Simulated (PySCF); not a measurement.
F3P, SMILES `FP(F)F`.

Method: ωB97X/def2-TZVP; geometry: GFN2-xTB; program: PySCF. No frequency check shows the geometry to be a minimum. GFN2-xTB bond lengths at metals and heavier atoms can be off by up to 0.1 Å and shapes distorted, which carries into these values.

Input script:

```python
import numpy as np
from pyscf import gto, scf, dft
from pyscf.scf import atom_ks, atom_hf
from scipy.linalg import block_diag

def solve(mol, dm0=None, hcore=None):
    mf = (dft.UKS if mol.spin else dft.RKS)(mol, xc='wb97x')
    mf.grids.level = 3
    mf = mf.density_fit(auxbasis='def2-universal-jkfit')
    mf.conv_tol, mf.max_cycle = 1e-8, 80
    if hcore is not None:
        mf.get_hcore = lambda *args: hcore
    mf.kernel(dm0)
    if not mf.converged:
        mf = mf.newton().run(mf.mo_coeff, mf.mo_occ, max_cycle=30)
    assert mf.converged, 'SCF not converged'
    return mf

mol = gto.M(atom='''
F     -1.19067     0.63382     0.30595
P     -0.00003     0.00000    -0.55069
F      1.14426     0.71425     0.30592
F      0.04645    -1.34807     0.30594
''', basis='def2-tzvp', charge=0, spin=0, verbose=4)
mf = solve(mol)
out = dict(e0=mf.e_tot, dm0=mf.make_rdm1(), c=mf.mo_coeff, occ=mf.mo_occ, eps=mf.mo_energy)
for name, dq, spin in [('cation', 1, 1)]:
    ion = mol.copy().set(charge=mol.charge + dq, spin=spin).build()
    mi = solve(ion)
    if spin and dq > 0 and mol.nao < 130:
        c, _, stable, _ = mi.stability(return_status=True)
        if not stable:
            mi = solve(ion, mi.make_rdm1(c, mi.mo_occ))
    print(name, 'vertical energy change / eV', (mi.e_tot - mf.e_tot) * 27.211386)
    out.update({'e_' + name: mi.e_tot, 'dm_' + name: mi.make_rdm1(), 's2_' + name: mi.spin_square()[0], 'eps_' + name: mi.mo_energy, 'occ_' + name: mi.mo_occ})
# spherically averaged free atoms, for the promolecule
atm = atom_ks.get_atm_nrks(mol, xc='wb97x')
pro = block_diag(*[(atm[a[0]][2] * atm[a[0]][3]) @ atm[a[0]][2].T for a in mol._atom])
np.savez('result.npz', pro=pro, **out)
```

Run with:

```sh
OMP_NUM_THREADS=1 python input.py
```

The run took 14 s on 1 thread of Intel(R) Xeon(R) 6975P-C (Granite Rapids) (shared host), peak memory 0.52 GiB.

Partitions, critical points and surface values were worked out afterwards from this run's density.

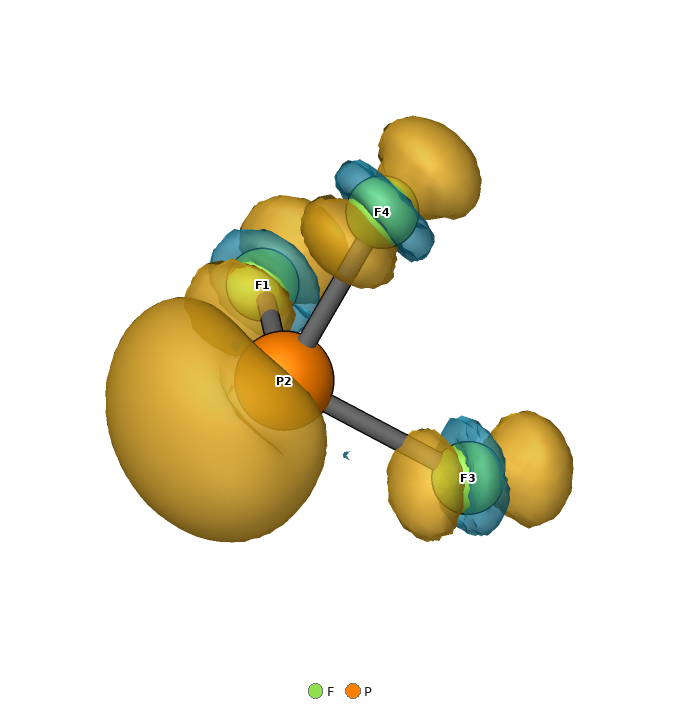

Fukui function f⁻ = ρ(N) − ρ(N−1) at fixed geometry, surfaces at ±0.06 e/Å³ (yellow positive, teal negative).

Question: On which atoms does the density change most on removal of an electron?

Answer: f⁻ (Hirshfeld-condensed) is largest on P2 (0.52); the vertical ionisation energy is 12.55 eV (the stability of the cation's solution wasn't checked). Condensed values hint at sites of electrophilic attack but needn't mark the atom that reacts. Orbital relaxation makes it negative in places (0.14 e in all).

```csv
atom,f⁻,charge
F1,+0.16,−0.15
P2,+0.52,+0.45
F3,+0.16,−0.15
F4,+0.16,−0.15
```
